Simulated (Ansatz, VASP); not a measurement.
# BiN in two plane-wave programs

Aim: how closely do two programs agree when they are given the same cell, functional and k mesh? The cell is generated by rule, not measured, and may not be a known phase. The cell is taken from a series of VASP runs on this material, whose earlier steps may have relaxed, scaled or displaced it; both programs get it as it stands. Valence electrons are named where the data sets of a main pair hold unlike numbers.

Calculated with Ansatz 0.2.0; plane waves, with VASP 6.6.1 beside it; band structure at PBEsol, spin-orbit coupling.

The structure was built from a prototype and need not be the compound's stable phase.

## (1) The structure

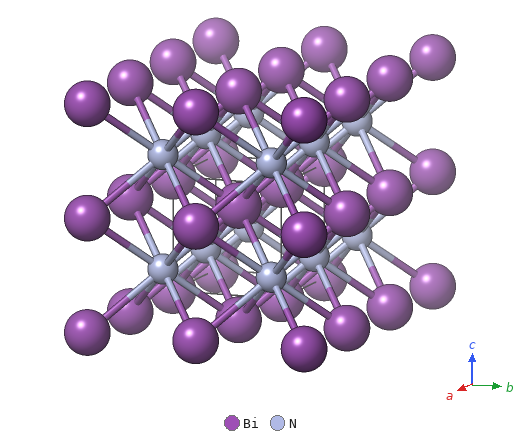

The cell as given, slightly off an axis (bismuth purple, nitrogen light blue). 3×2×2 cells are drawn. Some periodic images of atoms are drawn too.

## (2) VASP: band structure, PBEsol, spin-orbit coupling

With cell and atoms fixed, the geometry can't cause a difference; cores, projectors, grids and the points listed under the comparison can.

Lines of VASP's logs that name or quote its potential files are left out, and so is its time.

The input, INCAR:

```
SYSTEM = BiN
PREC = Accurate
ENCUT = 520
EDIFF = 1E-06
NELM = 100
ISMEAR = 0
SIGMA = 0.02
LREAL = .FALSE.
ALGO = Normal
GGA = PS
LNONCOLLINEAR = .TRUE.
MAGMOM = 0 0 0 0 0 0
NBANDS = 32
GGA_COMPAT = .FALSE.
LASPH = .TRUE.
LSORBIT = .TRUE.
LORBIT = 11
LWAVE = .FALSE.
LCHARG = .FALSE.
KPAR = 4
ISIF = 2
```

The input, POSCAR:

```
BiN
1.0
    3.0189600000      0.0000000000      0.0000000000
    0.0000000000      3.0189600000      0.0000000000
    0.0000000000      0.0000000000      3.0189600000
Bi N
1 1
Direct
    0.0000000000      0.0000000000      0.0000000000
    0.5000000000      0.5000000000      0.5000000000
```

The input, KPOINTS:

```
Automatic mesh
0
Gamma
10 10 10
0 0 0
```

The input, KPOINTS_OPT:

```
Line mode
16
Line-mode
Reciprocal
  0.00000000   0.00000000   0.00000000 GAMMA
  0.00000000   0.50000000   0.00000000 X

  0.00000000   0.50000000   0.00000000 X
  0.50000000   0.50000000   0.00000000 M

  0.50000000   0.50000000   0.00000000 M
  0.00000000   0.00000000   0.00000000 GAMMA

  0.00000000   0.00000000   0.00000000 GAMMA
  0.50000000   0.50000000   0.50000000 R

  0.50000000   0.50000000   0.50000000 R
  0.00000000   0.50000000   0.00000000 X

  0.50000000   0.50000000   0.00000000 M
  0.50000000   0.50000000   0.50000000 R
```

Potentials, in the order of the species: Bi_d and N (PBE family, release 64).

Launch:

```
> mpirun -np 4 vasp_ncl
```

Numbers of over 12 decimals in the logs are rounded to 6 here.

Log:

```text
[banner, memory and clock lines left out]
running    4 mpi-ranks, on    1 nodes
 distrk:  each k-point on    1 cores,    4 groups
 distr:  one band on    1 cores,    1 groups

 POSCAR found type information on POSCAR BiN
 POSCAR found :  2 types and       2 ions
|                                                                             |
|               ----> ADVICE to this user running VASP <----                  |
|                                                                             |
|     You enforced a specific xc type in the INCAR file but a different       |
|     [... a line on the potential file left out ...]
|     I HOPE YOU KNOW WHAT YOU ARE DOING!                                     |
|                                                                             |

 LDA part: xc-table for (Slater+PW92), standard interpolation
 POSCAR, INCAR and KPOINTS ok, starting setup
 FFT: planning ... GRIDC
 FFT: planning ... GRID_SOFT
 FFT: planning ... GRID
 WAVECAR not read
 entering main loop
       N       E                     dE             d eps       ncg     rms          rms(c)
DAV:   1     0.229490597639E+03    0.22949E+03   -0.99768E+03  3680   0.168E+03
DAV:   2     0.147106287249E+02   -0.21478E+03   -0.20498E+03  3760   0.490E+02
DAV:   3    -0.114001891768E+02   -0.26111E+02   -0.25403E+02  4256   0.160E+02
DAV:   4    -0.124663665388E+02   -0.10662E+01   -0.10641E+01  4112   0.331E+01
DAV:   5    -0.125080174888E+02   -0.41651E-01   -0.41632E-01  5416   0.635E+00    0.713E+00
DAV:   6    -0.111020753587E+02    0.14059E+01   -0.81174E+00  5072   0.239E+01    0.362E+00
DAV:   7    -0.108915366151E+02    0.21054E+00   -0.98833E-01  4448   0.822E+00    0.154E+00
DAV:   8    -0.109337459715E+02   -0.42209E-01   -0.44172E-01  4064   0.457E+00    0.213E+00
DAV:   9    -0.108755398837E+02    0.58206E-01   -0.14272E-01  4432   0.288E+00    0.397E-01
DAV:  10    -0.108766443051E+02   -0.11044E-02   -0.11370E-02  4128   0.739E-01    0.235E-01
DAV:  11    -0.108765815542E+02    0.62751E-04   -0.25230E-04  4880   0.144E-01    0.137E-01
DAV:  12    -0.108765162590E+02    0.65295E-04   -0.82456E-05  4112   0.634E-02    0.590E-02
DAV:  13    -0.108765032085E+02    0.13050E-04   -0.10442E-05  4112   0.255E-02    0.318E-02
DAV:  14    -0.108764993475E+02    0.38611E-05   -0.30203E-06  3752   0.135E-02    0.203E-02
DAV:  15    -0.108764976621E+02    0.16853E-05   -0.19531E-06  3496   0.996E-03    0.856E-03
DAV:  16    -0.108764975925E+02    0.69636E-07   -0.79373E-07  2544   0.595E-03
   1 F= -.10876498E+02 E0= -.10876194E+02  d E =-.607156E-03  mag=    -0.0000    -0.0000    -0.0000
 Start KPOINTS_OPT (optional k-point list driver)
k-point batch [1-56\96]
       N       E                     dE             ncg
DAV:   1     0.973857958748E+04   -0.13370E+05     3728
DAV:   2    -0.235819055267E+04   -0.12097E+05     3688
DAV:   3    -0.386032369749E+04   -0.15021E+04     4304
DAV:   4    -0.392167800971E+04   -0.61354E+02     4216
DAV:   5    -0.392404796946E+04   -0.23700E+01     5592
DAV:   6    -0.392407366896E+04   -0.25699E-01     4416
DAV:   7    -0.392407432995E+04   -0.66099E-03     5592
DAV:   8    -0.392407433682E+04   -0.68720E-05     4184
DAV:   9    -0.392407433703E+04   -0.21270E-06     3008
k-point batch [57-96\96]
       N       E                     dE             ncg
DAV:   1     0.881922751871E+04   -0.28750E+05     2672
DAV:   2     0.665597513768E+03   -0.81536E+04     2704
DAV:   3    -0.273258176011E+03   -0.93886E+03     3096
DAV:   4    -0.310192320530E+03   -0.36934E+02     2872
DAV:   5    -0.311660450613E+03   -0.14681E+01     3840
DAV:   6    -0.311676736252E+03   -0.16286E-01     2984
DAV:   7    -0.311677222190E+03   -0.48594E-03     3880
DAV:   8    -0.311677226139E+03   -0.39490E-05     2496
DAV:   9    -0.311677226314E+03   -0.17526E-06     1808
```

OUTCAR, selected parts (step 2):

```text
ion  position               nearest neighbor table
   1  0.000  0.000  0.000-   2 2.61   2 2.61   2 2.61   2 2.61   2 2.61   2 2.61   2 2.61   2 2.61

  LATTYP: Found a simple cubic cell.
 ALAT       =     3.0189600000

 Subroutine GETGRP returns: Found 48 space group operations
 (whereof 48 operations were pure point group operations)

The static configuration has the point symmetry O_h .

 Found     56 irreducible k-points:

   k-points           NKPTS =     56   k-points in BZ     NKDIM =     56   number of bands    NBANDS=     32

   dimension x,y,z NGX =    24 NGY =   24 NGZ =   24
   dimension x,y,z NGXF=    48 NGYF=   48 NGZF=   48

   ENCUT  =  520.0 eV  38.22 Ry    6.18 a.u.   5.61  5.61  5.61*2*pi/ulx,y,z

   NELECT =      20.0000    total number of electrons

 k-points in reciprocal lattice and weights: Automatic mesh
   0.00000000  0.00000000  0.00000000       0.001
   0.10000000  0.00000000  0.00000000       0.006
   0.20000000  0.00000000  0.00000000       0.006
   0.30000000  0.00000000  0.00000000       0.006
   0.40000000  0.00000000  0.00000000       0.006
   0.50000000  0.00000000  0.00000000       0.003
   0.10000000  0.10000000  0.00000000       0.012
   0.20000000  0.10000000  0.00000000       0.024
   0.30000000  0.10000000  0.00000000       0.024
[...]
0.50000000  0.50000000  0.40000000       0.006
   0.50000000  0.50000000  0.50000000       0.001

 average (electrostatic) potential at core
       1 -99.4451       2 -57.1170

 E-fermi :  11.2548

 k-point     1 :       0.0000    0.0000    0.0000
  band No.  band energies     occupation
    ...
     16       8.3851      1.00000
     17       9.0140      1.00000
     18       9.0140      1.00000
     19       9.0140      1.00000
     20       9.0140      1.00000
     21      17.7227      0.00000
     22      17.7227      0.00000
     23      18.9140      0.00000
     24      18.9140      0.00000
     25      18.9140      0.00000
    ...

 k-point     2 :       0.1000    0.0000    0.0000
  band No.  band energies     occupation
    ...
     16       8.4857      1.00000
     17       9.0771      1.00000
     18       9.0771      1.00000
     19       9.1405      1.00000
     20       9.1405      1.00000
     21      16.9975      0.00000
     22      16.9975      0.00000
     23      18.8448      0.00000
     24      18.8448      0.00000
     25      18.9883      0.00000
    ...

 k-point     3 :       0.2000    0.0000    0.0000
  band No.  band energies     occupation
    ...
     16       8.7478      1.00000
     17       9.3460      1.00000
     18       9.3460      1.00000
     19       9.4914      1.00000
     20       9.4914      1.00000
     21      15.5726      0.00000
     22      15.5726      0.00000
     23      18.2150      0.00000
     24      18.2150      0.00000
     25      19.2088      0.00000
    ...

  Total        3.3929007      3.3929007      3.3929007     -0.0000000     -0.0000000      0.0000000
  in kB      197.5648386    197.5648386    197.5648386     -0.0000000     -0.0000000      0.0000000
  external PRESSURE =     197.5648386 kB  Pullay stress =       0.0000000 kB

  energy-cutoff  :      520.00
  volume of cell :       27.52
      direct lattice vectors                 reciprocal lattice vectors
     3.018960000  0.000000000  0.000000000     0.331239897  0.000000000  0.000000000
     0.000000000  3.018960000  0.000000000     0.000000000  0.331239897  0.000000000
     0.000000000  0.000000000  3.018960000     0.000000000  0.000000000  0.331239897

 POSITION                                       TOTAL-FORCE (eV/Angst)
 -----------------------------------------------------------------------------------
      0.00000      0.00000      0.00000         0.000000      0.000000      0.000000
      1.50948      1.50948      1.50948         0.000000      0.000000      0.000000
 -----------------------------------------------------------------------------------
    total drift:                                0.000000     -0.000000     -0.000000

  FREE ENERGIE OF THE ION-ELECTRON SYSTEM (eV)
  ---------------------------------------------------
  free  energy   TOTEN  =       -10.8764975925 eV

  energy  without entropy=      -10.8758904368  energy(sigma->0) =      -10.87619401

 Spin-Orbit-Coupling matrix elements
 Ion:    1  E_soc:     -1.3027138
 Ion:    2  E_soc:     -0.0003468

 total charge
# of ion       s       p       d       tot
------------------------------------------
    1        1.606   1.137  10.033  12.776
    2        1.310   2.220   0.000   3.530
--------------------------------------------------
tot          2.916   3.357  10.033  16.306

 magnetization (x)
# of ion       s       p       d       tot
------------------------------------------
    1       -0.000   0.000  -0.000  -0.000
    2        0.000   0.000   0.000   0.000
--------------------------------------------------
tot         -0.000   0.000  -0.000   0.000

 magnetization (y)
# of ion       s       p       d       tot
------------------------------------------
    1        0.000  -0.000  -0.000   0.000
    2        0.000  -0.000   0.000  -0.000
--------------------------------------------------
tot          0.000  -0.000  -0.000   0.000

 magnetization (z)
# of ion       s       p       d       tot
------------------------------------------
    1       -0.000   0.000  -0.000  -0.000
    2        0.000   0.000   0.000   0.000
--------------------------------------------------
tot         -0.000   0.000  -0.000  -0.000

[... 3 further parts left out ...]
```

The run ends at a pressure of 19.76 GPa.

[end of part 1 of 2]

[Lines on the potential files, build, host, timing and source positions are cut from VASP's logs without a mark.]

[Logs are printed without paths, hosts, clocks, repeated set-up lines and the standing remarks that a program may print on its own settings, such as how far it seeks lower states.]

[Hosts, paths, dates, database ids (printed as entryN), source tags and the programs' standing remarks are cut or masked in the printed files.]
